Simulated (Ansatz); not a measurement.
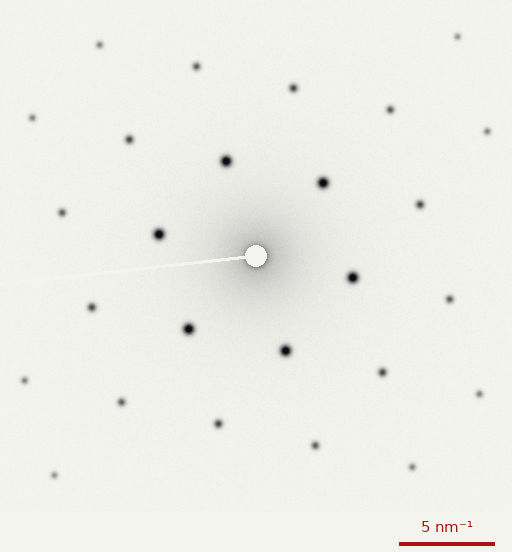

Simulated selected-area electron diffraction pattern (300 kV, kinematic approximation, thin crystal, B = 0.5 Å² for all atoms).

It belongs to Si, space group Fd-3m (No. 227), a = 5.402 Å. Structure: the input geometry of an electronic-structure calculation (not necessarily at equilibrium).

| atom | site | symmetry | x | y | z |
| --- | --- | --- | --- | --- | --- |
| Si | 8a | -43m | 0.0000 | 0.0000 | 0.0000 |

### Determine the zone axis from the geometry of the pattern.

The spots form a hexagonal net with both shortest vectors at d = 1.91 Å, 60.0° apart. They index as -2 2 0 and -2 0 2, so the zone axis is [111] (or an equivalent direction of <111>).
